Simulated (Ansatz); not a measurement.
Nudged elastic band, with input and output: AlBPN2H7O (part 1 of 2)

System: AlBPN2H7O.
Method: RKS BHLYP-D4/def2-SVP (Ansatz 0.2.0).

The run did not end well. It belongs to a series of runs on one base structure; here: band between the two ends.

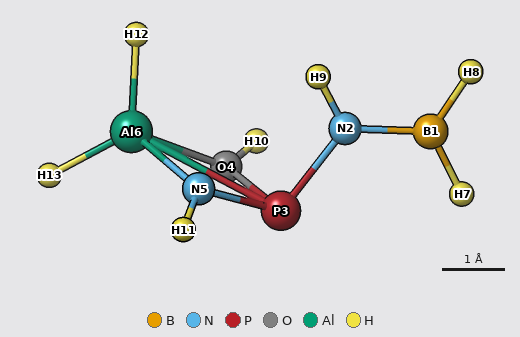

The starting structure (ball-and-stick view, seen at a tilt; atoms are numbered from 1 in the order of the input). Sticks mark near contacts.

The input:
```yaml
crystal:
  periodic: [false, false, false]
  atoms:
    - { symbol: B, position_ang: [0.528722, -2.584969, 0.341354] }
    - { symbol: "N", position_ang: [0.256055, -1.21605, 0.462956] }
    - { symbol: P, position_ang: [-0.914743, -0.378854, -0.471576] }
    - { symbol: O, position_ang: [0.235865, 0.706131, -1.290915] }
    - { symbol: "N", position_ang: [-1.304087, 0.934422, 0.457214] }
    - { symbol: Al, position_ang: [-0.088211, 2.241586, -0.120839] }
    - { symbol: H, position_ang: [-0.051998, -3.216862, -0.495682] }
    - { symbol: H, position_ang: [1.32992, -3.094096, 1.071204] }
    - { symbol: H, position_ang: [0.711333, -0.677184, 1.190042] }
    - { symbol: H, position_ang: [1.033598, 0.337227, -1.671848] }
    - { symbol: H, position_ang: [-2.270736, 1.026764, 0.7209] }
    - { symbol: H, position_ang: [1.247246, 2.40883, 0.711765] }
    - { symbol: H, position_ang: [-0.692464, 3.478055, -0.889675] }
basis:
  gaussian: { orbitals: def2-SVP }
hamiltonian:
  xc: { name: BHLYP }
  dispersion: d4
neb:
  order_check: false
  images: 5
  f_tol: 0.05
  max_iterations: 38
  optimiser: lbfgs
  climbing: immediate
  final_atoms:
    - { symbol: B, position_ang: [0.54656421, -2.59994143, 0.20350454] }
    - { symbol: "N", position_ang: [0.4413519, -1.2368512, 0.52683209] }
    - { symbol: P, position_ang: [-0.16555673, -0.02066431, -0.45344472] }
    - { symbol: O, position_ang: [0.89508789, 0.99791075, -0.90469572] }
    - { symbol: "N", position_ang: [-1.15990605, 0.99883369, 0.27082105] }
    - { symbol: Al, position_ang: [-0.00699363, 2.51156583, -0.17693539] }
    - { symbol: H, position_ang: [0.13564857, -2.97267378, -0.85704979] }
    - { symbol: H, position_ang: [1.03061158, -3.35099314, 0.99687463] }
    - { symbol: H, position_ang: [0.78970376, -0.90883241, 1.41744446] }
    - { symbol: H, position_ang: [-0.65578511, -0.78564224, -1.5145694] }
    - { symbol: H, position_ang: [-2.0148366, 0.76683216, 0.74398329] }
    - { symbol: H, position_ang: [0.76268276, 3.10961139, 1.06550553] }
    - { symbol: H, position_ang: [-0.57807253, 3.45584467, -1.30337057] }
  initial_path:
    images:
      - { positions_ang: [[0.528722, -2.584969, 0.341354], [0.256055, -1.21605, 0.462956], [-0.914743, -0.378854, -0.471576], [0.235865, 0.706131, -1.290915], [-1.304087, 0.934422, 0.457214], [-0.088211, 2.241586, -0.120839], [-0.051998, -3.216862, -0.495682], [1.32992, -3.094096, 1.071204], [0.711333, -0.677184, 1.190042], [1.033598, 0.337227, -1.671848], [-2.270736, 1.026764, 0.7209], [1.247246, 2.40883, 0.711765], [-0.692464, 3.478055, -0.889675]] }
      - { positions_ang: [[0.47499461, -2.6512158, 0.28199016], [0.21642452, -1.28058493, 0.59015366], [-0.63797132, -0.28994584, -0.45496377], [0.72620637, 0.50847695, -1.06785589], [-0.92999447, 1.02636227, 0.57157167], [-0.20961157, 2.44516003, -0.13588335], [0.10213032, -3.07999145, -0.67422862], [1.04657024, -3.29965158, 0.97440711], [0.21219176, -0.94030974, 1.26176886], [0.90850953, 0.21455974, -1.75670774], [-1.87954721, 1.03691254, 0.9345496], [1.02355667, 2.95785653, 0.48855562], [-1.03295945, 3.31737127, -0.99845731]] }
      - { positions_ang: [[0.42126722, -2.71746259, 0.22262632], [0.17679403, -1.34511985, 0.71735132], [-0.36119964, -0.20103767, -0.43835154], [1.21654775, 0.31082289, -0.84479678], [-0.55590193, 1.11830255, 0.68592935], [-0.33101214, 2.64873405, -0.15092771], [0.25625865, -2.94312091, -0.85277524], [0.76322049, -3.50520715, 0.87761022], [-0.28694947, -1.20343548, 1.33349573], [0.78342105, 0.09189248, -1.84156749], [-1.48835843, 1.04706107, 1.1481992], [0.79986734, 3.50688306, 0.26534624], [-1.37345491, 3.15668754, -1.10723962]] }
      - { positions_ang: [[0.36753984, -2.78370939, 0.16326248], [0.13716355, -1.40965478, 0.84454899], [-0.08442797, -0.11212951, -0.42173932], [1.70688912, 0.11316884, -0.62173767], [-0.1818094, 1.21024282, 0.80028702], [-0.45241272, 2.85230808, -0.16597206], [0.41038697, -2.80625036, -1.03132185], [0.47987073, -3.71076273, 0.78081333], [-0.78609071, -1.46656122, 1.40522259], [0.65833258, -0.03077478, -1.92642723], [-1.09716964, 1.05720961, 1.36184879], [0.57617801, 4.0559096, 0.04213685], [-1.71395036, 2.99600381, -1.21602193]] }
      - { positions_ang: [[0.42721463, -2.7224534, 0.1766765], [0.23855967, -1.35205358, 0.73864335], [-0.11147089, -0.08164111, -0.43230778], [1.43628871, 0.40808281, -0.71605702], [-0.50784162, 1.13977311, 0.62379837], [-0.30393969, 2.73872733, -0.1696265], [0.3188075, -2.86172483, -0.97323117], [0.66345102, -3.59083953, 0.85283376], [-0.26082589, -1.28065161, 1.40929655], [0.22029335, -0.28239727, -1.78914129], [-1.40305863, 0.96041713, 1.15589363], [0.63834626, 3.74047686, 0.38325974], [-1.33532442, 3.1492841, -1.24513815]] }
      - { positions_ang: [[0.48688942, -2.66119742, 0.19009052], [0.33995578, -1.29445239, 0.63273772], [-0.13851381, -0.05115271, -0.44287625], [1.1656883, 0.70299678, -0.81037637], [-0.83387383, 1.0693034, 0.44730971], [-0.15546666, 2.62514658, -0.17328095], [0.22722803, -2.9171993, -0.91514048], [0.8470313, -3.47091634, 0.9248542], [0.26443893, -1.09474201, 1.4133705], [-0.21774588, -0.53401975, -1.65185534], [-1.70894761, 0.86362464, 0.94993846], [0.70051451, 3.42504413, 0.72438264], [-0.95669848, 3.30256438, -1.27425436]] }
      - { positions_ang: [[0.54656421, -2.59994143, 0.20350454], [0.4413519, -1.2368512, 0.52683209], [-0.16555673, -0.02066431, -0.45344472], [0.89508789, 0.99791075, -0.90469572], [-1.15990605, 0.99883369, 0.27082105], [-0.00699363, 2.51156583, -0.17693539], [0.13564857, -2.97267378, -0.85704979], [1.03061158, -3.35099314, 0.99687463], [0.78970376, -0.90883241, 1.41744446], [-0.65578511, -0.78564224, -1.5145694], [-2.0148366, 0.76683216, 0.74398329], [0.76268276, 3.10961139, 1.06550553], [-0.57807253, 3.45584467, -1.30337057]] }
```

Run as:
```bash
ansatz run input.yaml --threads 2 --pin off --max-ram 3072MiB --backend cpu --events-out ev --progress --plain --runs-dir out
```

The program's output:
```
Engine: ansatz 0.2.0, x86_64-unknown-linux-gnu
Functional definition: BHLYP
  parameter a = 0.5
  exchange = (1 - a)*b88_x + a*exact_x
  correlation = lyp_c
1348 factors; integrals over basis functions are off by at most 4.0e-4 eV
mean field evaluation 1: about -21685.4391 eV, gradient 6.4e1 eV
mean field evaluation 2: about -21683.9104 eV, gradient 6.8e1 eV
mean field evaluation 4: about -21693.2986 eV, gradient 2.0e0 eV
mean field evaluation 8: about -21693.3860 eV, gradient 1.1e-1 eV
mean field evaluation 16: about -21693.3861 eV, gradient 3.7e-5 eV
mean field -21693.38607052 eV, -797.2172337866 hartree, gradient 3.7e-5 eV, S^2 0.000000; 0 other end points of the search recorded, 0 dependent functions left out
the calculation of the forces begins
reference -21693.38628186 eV, -797.2172415531 hartree; 31, 31 occupied and 96, 96 virtual orbitals, 1348 factors
1348 factors; integrals over basis functions are off by at most 8.9e-4 eV
mean field evaluation 32: about -21693.8554 eV, gradient 2.4e-5 eV
mean field -21693.85541819 eV, -797.2344819951 hartree, gradient 2.4e-5 eV, S^2 0.000000; 0 other end points of the search recorded, 0 dependent functions left out
[... from here on the field's lines of each further geometry are left out, up to the last ...]
WARN: NEB end point (image 0): max|allowed force component| = 5.431e-2 eV/Å (the criterion of neb.relax_end_points is 1.000e-2). That is over neb.f_tol: it is no minimum, so the barrier can be far off. Relax it first
NEB iter   1: max|band force component| = 2.683e1 eV/Å  barrier→ = 7.6589 eV  barrier← = 8.1272 eV  CI = image 3  Δτ_max = 0.2000 Å  (204 SCF iters)
NEB iter   2: max|band force component| = 7.367e0 eV/Å  barrier→ = 6.5456 eV  barrier← = 7.0139 eV  CI = image 3  Δτ_max = 0.0424 Å  (172 SCF iters)
NEB iter   3: max|band force component| = 5.824e0 eV/Å  barrier→ = 5.9185 eV  barrier← = 6.3869 eV  CI = image 3  Δτ_max = 0.1729 Å  (168 SCF iters)
NEB iter   4: max|band force component| = 6.790e0 eV/Å  barrier→ = 4.7820 eV  barrier← = 5.2503 eV  CI = image 3  Δτ_max = 0.1062 Å  (171 SCF iters)
NEB iter   5: max|band force component| = 5.801e0 eV/Å  barrier→ = 4.3579 eV  barrier← = 4.8263 eV  CI = image 3  Δτ_max = 0.0415 Å  (160 SCF iters)
NEB iter   6: max|band force component| = 3.230e0 eV/Å  barrier→ = 4.2608 eV  barrier← = 4.7292 eV  CI = image 3  Δτ_max = 0.0744 Å  (165 SCF iters)
NEB iter   7: max|band force component| = 3.199e0 eV/Å  barrier→ = 4.1988 eV  barrier← = 4.6672 eV  CI = image 3  Δτ_max = 0.0842 Å  (165 SCF iters)
NEB iter   8: max|band force component| = 2.305e0 eV/Å  barrier→ = 4.2678 eV  barrier← = 4.7361 eV  CI = image 3  Δτ_max = 0.2000 Å  (163 SCF iters)
NEB iter   9: max|band force component| = 5.482e0 eV/Å  barrier→ = 4.2241 eV  barrier← = 4.6925 eV  CI = image 3  Δτ_max = 0.0866 Å  (158 SCF iters)
NEB iter  10: max|band force component| = 3.671e0 eV/Å  barrier→ = 4.1267 eV  barrier← = 4.5950 eV  CI = image 3  Δτ_max = 0.0279 Å  (160 SCF iters)
NEB iter  11: max|band force component| = 1.704e0 eV/Å  barrier→ = 4.1083 eV  barrier← = 4.5766 eV  CI = image 3  Δτ_max = 0.0307 Å  (165 SCF iters)
NEB iter  12: max|band force component| = 1.473e0 eV/Å  barrier→ = 4.0784 eV  barrier← = 4.5467 eV  CI = image 3  Δτ_max = 0.0491 Å  (161 SCF iters)
NEB iter  13: max|band force component| = 1.779e0 eV/Å  barrier→ = 4.0553 eV  barrier← = 4.5236 eV  CI = image 3  Δτ_max = 0.0288 Å  (168 SCF iters)
NEB iter  14: max|band force component| = 1.359e0 eV/Å  barrier→ = 4.0498 eV  barrier← = 4.5181 eV  CI = image 3  Δτ_max = 0.0075 Å  (153 SCF iters)
NEB iter  15: max|band force component| = 7.132e-1 eV/Å  barrier→ = 4.0466 eV  barrier← = 4.5149 eV  CI = image 3  Δτ_max = 0.0311 Å  (139 SCF iters)
NEB iter  16: max|band force component| = 1.430e0 eV/Å  barrier→ = 4.0234 eV  barrier← = 4.4918 eV  CI = image 3  Δτ_max = 0.0226 Å  (168 SCF iters)
NEB iter  17: max|band force component| = 1.140e0 eV/Å  barrier→ = 4.0169 eV  barrier← = 4.4852 eV  CI = image 3  Δτ_max = 0.0052 Å  (137 SCF iters)
NEB iter  18: max|band force component| = 6.096e-1 eV/Å  barrier→ = 4.0136 eV  barrier← = 4.4820 eV  CI = image 3  Δτ_max = 0.0262 Å  (132 SCF iters)
NEB iter  19: max|band force component| = 1.277e0 eV/Å  barrier→ = 3.9908 eV  barrier← = 4.4592 eV  CI = image 3  Δτ_max = 0.0211 Å  (159 SCF iters)
NEB iter  20: max|band force component| = 1.121e0 eV/Å  barrier→ = 3.9867 eV  barrier← = 4.4551 eV  CI = image 3  Δτ_max = 0.0056 Å  (139 SCF iters)
NEB iter  21: max|band force component| = 5.078e-1 eV/Å  barrier→ = 3.9849 eV  barrier← = 4.4533 eV  CI = image 3  Δτ_max = 0.0131 Å  (132 SCF iters)
NEB iter  22: max|band force component| = 8.084e-1 eV/Å  barrier→ = 3.9747 eV  barrier← = 4.4430 eV  CI = image 3  Δτ_max = 0.0128 Å  (139 SCF iters)
NEB iter  23: max|band force component| = 6.644e-1 eV/Å  barrier→ = 3.9711 eV  barrier← = 4.4395 eV  CI = image 3  Δτ_max = 0.0042 Å  (133 SCF iters)
NEB iter  24: max|band force component| = 6.113e-1 eV/Å  barrier→ = 3.9679 eV  barrier← = 4.4363 eV  CI = image 3  Δτ_max = 0.2000 Å  (127 SCF iters)
NEB iter  25: max|band force component| = 1.087e0 eV/Å  barrier→ = 3.8942 eV  barrier← = 4.3625 eV  CI = image 3  Δτ_max = 0.0167 Å  (158 SCF iters)
NEB iter  26: max|band force component| = 7.836e-1 eV/Å  barrier→ = 3.8799 eV  barrier← = 4.3482 eV  CI = image 3  Δτ_max = 0.0052 Å  (152 SCF iters)
NEB iter  27: max|band force component| = 3.191e-1 eV/Å  barrier→ = 3.8739 eV  barrier← = 4.3422 eV  CI = image 3  Δτ_max = 0.0076 Å  (132 SCF iters)
NEB iter  28: max|band force component| = 3.030e-1 eV/Å  barrier→ = 3.8668 eV  barrier← = 4.3352 eV  CI = image 3  Δτ_max = 0.0164 Å  (133 SCF iters)
NEB iter  29: max|band force component| = 5.216e-1 eV/Å  barrier→ = 3.8555 eV  barrier← = 4.3238 eV  CI = image 3  Δτ_max = 0.0084 Å  (159 SCF iters)
NEB iter  30: max|band force component| = 4.825e-1 eV/Å  barrier→ = 3.8514 eV  barrier← = 4.3198 eV  CI = image 3  Δτ_max = 0.0026 Å  (147 SCF iters)
NEB iter  31: max|band force component| = 2.430e-1 eV/Å  barrier→ = 3.8491 eV  barrier← = 4.3175 eV  CI = image 3  Δτ_max = 0.0135 Å  (126 SCF iters)
NEB iter  32: max|band force component| = 4.842e-1 eV/Å  barrier→ = 3.8404 eV  barrier← = 4.3088 eV  CI = image 3  Δτ_max = 0.0079 Å  (148 SCF iters)
NEB iter  33: max|band force component| = 4.772e-1 eV/Å  barrier→ = 3.8368 eV  barrier← = 4.3052 eV  CI = image 3  Δτ_max = 0.0034 Å  (138 SCF iters)
NEB iter  34: max|band force component| = 3.799e-1 eV/Å  barrier→ = 3.8344 eV  barrier← = 4.3028 eV  CI = image 3  Δτ_max = 0.0582 Å  (120 SCF iters)
NEB iter  35: max|band force component| = 6.708e-1 eV/Å  barrier→ = 3.8078 eV  barrier← = 4.2761 eV  CI = image 3  Δτ_max = 0.0117 Å  (166 SCF iters)
NEB iter  36: max|band force component| = 5.409e-1 eV/Å  barrier→ = 3.7955 eV  barrier← = 4.2639 eV  CI = image 3  Δτ_max = 0.0086 Å  (151 SCF iters)
NEB iter  37: max|band force component| = 2.361e-1 eV/Å  barrier→ = 3.7912 eV  barrier← = 4.2596 eV  CI = image 3  Δτ_max = 0.0118 Å  (131 SCF iters)
the calculation of the forces begins
reference -21692.70256160 eV, -797.1921152969 hartree; 31, 31 occupied and 96, 96 virtual orbitals, 1348 factors
these checks for a lower state are left out or cut short: starts, cluster_reference, orbital_swaps, neighbouring_geometries, increment
1348 factors; integrals over basis functions are off by at most 8.3e-4 eV
mean field -21693.69854421 eV, -797.2287169828 hartree, gradient 1.1e-5 eV, S^2 0.000000; 0 other end points of the search recorded, 0 dependent functions left out
the calculation of the forces begins
reference -21693.69875736 eV, -797.2287248159 hartree; 31, 31 occupied and 96, 96 virtual orbitals, 1348 factors
NEB iter  38: max|band force component| = 2.754e-1 eV/Å  barrier→ = 3.7848 eV  barrier← = 4.2532 eV  CI = image 3  Δτ_max = 0.0045 Å  (132 SCF iters)
```

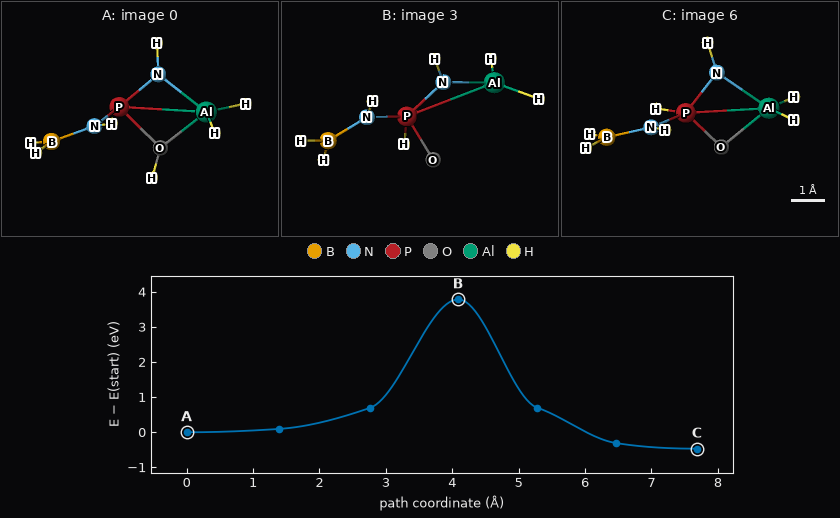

Images of the last band (counted from 0; ball-and-stick, seen at a tilt) above the energy along the path; the line is a cubic interpolation that uses the forces. The highest image is number 3, 3.785 eV above the start and 4.253 eV above the end (the climbing image); the end lies 0.468 eV below the start. The path is 7.68 Å long. The band had not converged after 38 iterations.
